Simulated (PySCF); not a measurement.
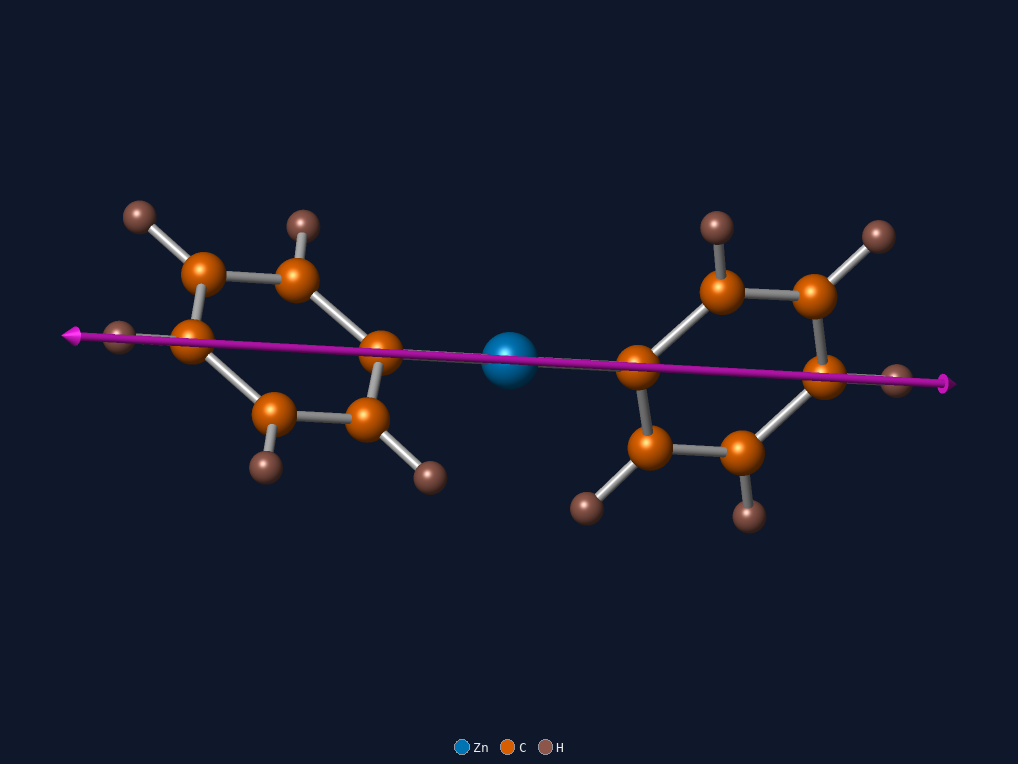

The double arrow shows the direction of the transition dipole to excited singlet state 9 (its length means nothing). The geometry was computed by an optimisation with PBE0-D3(BJ)/def2-SVP. No frequency run is at hand to confirm it as a minimum. Method: TDDFT B3LYP/def2-SVPD, vertical, gas phase, core orbitals frozen in the response (PySCF 2.14.0).

Give its energy, strength and character.

Answer. 5.50 eV (225 nm), oscillator strength 0.46, mainly HOMO−2 → LUMO+1 (weight 0.61); transition dipole 4.71 D.
